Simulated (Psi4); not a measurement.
# HF/aug-pcseg-3 (density fitting, sweep point 4) run of SiPH3F− (SMILES F[SiH-]P)

What is the vertical ionisation energy of SiPH3F− at HF/aug-pcseg-3 (density fitting, sweep point 4)? 

The calculation is run with Psi4 1.11.

**1. The molecule**

SiPH3F−: 6 atoms, total charge -1, spin state singlet. SMILES: `F[SiH-]P`. The shape is that of a GFN2-xTB optimisation. This is one conformer, not always the lowest.

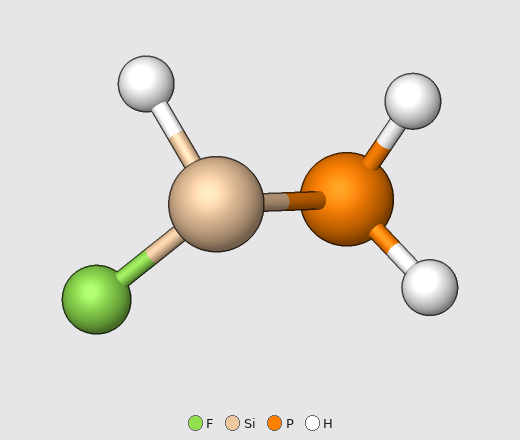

The structure, seen from a chosen angle (fluorine green, silicon light orange, phosphorus orange, hydrogen white).

**2. A single-point energy at HF/aug-pcseg-3 (density fitting, sweep point 4)**

Contents of fh3psi.inp:

```
memory 1.6 GB

molecule {
  -1 1
  F     -2.75314199    -2.84201581     1.25031839
  Si    -1.50116064    -0.90275996    -0.96389260
  P      1.50535583     1.20417128     1.19699032
  H      0.27009855    -2.90689011    -1.96195146
  H      2.43814354     2.11673892    -1.04989404
  H      0.04072360     3.33075568     1.52842939
  units au
  symmetry c1
}

set {
  puream   true
  scf_type df
}

energy('hf/aug-pcseg-3')
```

On the command line:

```
psi4 -i fh3psi.inp -o fh3psi.out -n 1
```

fh3psi.out:

```text
[...]
  Running in c1 symmetry.
[...]
  Nuclear repulsion =  141.611045440840684
[...]
  Multiplicity = 1
[...]
  Nalpha       = 21
  Nbeta        = 21
[...]
    Number of basis functions: 410
[...]
   @DF-RHF iter   1:  -730.87049222410815   -7.13252e-01   1.05365e-03 ADIIS/DIIS
[...]
   @DF-RHF iter   8:  -730.97523789997058   -7.09684e-07   3.44550e-07 DIIS
[...]
    Orbital Energies [Eh]
    ---------------------
    Doubly Occupied:
       1A    -79.688463     2A    -68.523427     3A    -26.052578
       4A     -7.278583     5A     -5.910460     6A     -5.172877
       7A     -5.172327     8A     -5.171748     9A     -4.015626
      10A     -4.015196    11A     -4.014284    12A     -1.345803
      13A     -0.681542    14A     -0.520408    15A     -0.440199
      16A     -0.435588    17A     -0.373286    18A     -0.344623
      19A     -0.248482    20A     -0.207002    21A     -0.076726
[...]
  @DF-RHF Final Energy:  -730.97523789997058
   => Energetics <=
    Nuclear Repulsion Energy =            141.6110454408406838
    One-Electron Energy =               -1305.7946572928403839
    Two-Electron Energy =                 433.2083739520292625
    Total Energy =                       -730.9752378999705797
[...]
 Multipole Moments:
 ------------------------------------------------------------------------------------
     Multipole            Electronic (a.u.)      Nuclear  (a.u.)        Total (a.u.)
 ------------------------------------------------------------------------------------
 L = 1.  Multiply by 2.5417464519 to convert [e a0] to [Debye]
 Dipole X            :         -1.7253203            2.2727521            0.5474318
 Dipole Y            :         -2.0692582            2.3323137            0.2630556
 Dipole Z            :          2.7142665           -2.1593276            0.5549389
 Magnitude           :                                                    0.8227010
[...]
```

It took 7.2 s on 1 thread of Intel Xeon Platinum 8488C (Sapphire Rapids), shared host; peak memory 0.9 GiB.

**3. Doublet neutral SiPH3F**

Contents of job.dat:

```
memory 1600 MB

molecule {
  0 2
  F     -2.75314199    -2.84201581     1.25031839
  Si    -1.50116064    -0.90275996    -0.96389260
  P      1.50535583     1.20417128     1.19699032
  H      0.27009855    -2.90689011    -1.96195146
  H      2.43814354     2.11673892    -1.04989404
  H      0.04072360     3.33075568     1.52842939
  units au
  symmetry c1
}

set globals {
  basis     aug-pcseg-3
  reference uhf
  puream    true
  scf_type  df
  maxiter   150
}

energy("scf")
```

On the command line:

```
psi4 job.dat job.out -n 1
```

job.out:

```text
[...]
  Running in c1 symmetry.
[...]
  Nuclear repulsion =  141.611045440840684
[...]
  Multiplicity = 2
[...]
  Nalpha       = 21
  Nbeta        = 20
[...]
    Number of basis functions: 410
[...]
   @DF-UHF iter   1:  -730.84902086469469   -6.91781e-01   9.71058e-04 ADIIS/DIIS
[...]
   @DF-UHF iter  10:  -730.93910184534911   -6.05206e-07   4.97903e-07 DIIS
[...]
   @S^2 Observed:                7.699763626E-01
[...]
    Orbital Energies [Eh]
    ---------------------
    Alpha Occupied:
       1A    -79.893890     2A    -68.787326     3A    -26.258907
       4A     -7.482759     5A     -6.172925     6A     -5.379092
       7A     -5.375909     8A     -5.375049     9A     -4.284024
      10A     -4.275765    11A     -4.275012    12A     -1.549170
      13A     -0.884931    14A     -0.735515    15A     -0.645136
      16A     -0.637247    17A     -0.588715    18A     -0.541971
      19A     -0.451194    20A     -0.433198    21A     -0.360839
    Alpha Virtual:
      22A      0.017562    23A      0.025406    24A      0.027148
      25A      0.032225    26A      0.045753    27A      0.046531
[...]
  @DF-UHF Final Energy:  -730.93910184534911
   => Energetics <=
    Nuclear Repulsion Energy =            141.6110454408406838
    One-Electron Energy =               -1296.8948847448507422
    Two-Electron Energy =                 424.3447374586610863
    Total Energy =                       -730.9391018453491142
  UHF NO Occupations:
  HONO-2 :   19  A 1.9991737
  HONO-1 :   20  A 1.9913900
[...]
 Multipole Moments:
 ------------------------------------------------------------------------------------
     Multipole            Electronic (a.u.)      Nuclear  (a.u.)        Total (a.u.)
 ------------------------------------------------------------------------------------
 L = 1.  Multiply by 2.5417464519 to convert [e a0] to [Debye]
 Dipole X            :         -2.1618542            2.2727521            0.1108979
 Dipole Y            :         -1.5119942            2.3323137            0.8203195
 Dipole Z            :          1.5057422           -2.1593276           -0.6535854
 Magnitude           :                                                    1.0547020
[...]
```

Run time: 9.9 s. Hardware: 1 thread of Intel Xeon Platinum 8488C (Sapphire Rapids), shared host; peak memory 0.9 GiB.

**4. Outcome**

Level: HF/aug-pcseg-3 (density fitting, sweep point 4).

| quantity | value |
| --- | --- |
| singlet SiPH3F−: total energy | -730.97524 Eh |
| singlet SiPH3F−: HOMO energy | -2.09 eV |
| singlet SiPH3F−: LUMO energy | 2.95 eV |
| singlet SiPH3F−: HOMO–LUMO gap (to an unbound level, set by the basis) | 5.04 eV |
| doublet neutral SiPH3F: total energy | -730.93910 Eh |
| doublet neutral SiPH3F: dipole moment | 2.68 D |
| doublet neutral SiPH3F: HOMO energy (highest over α and β) | -9.82 eV |
| doublet neutral SiPH3F: LUMO energy (lowest over α and β) | -0.21 eV |
| doublet neutral SiPH3F: ⟨S²⟩ | 0.770 |
| vertical detachment energy (to the doublet neutral) | 0.983 eV |

**Reading.** Removing an electron at fixed nuclei costs 0.98 eV (94.9 kJ/mol). The negative HOMO energy of the first species, 2.09 eV, lies 1.10 eV above that difference.
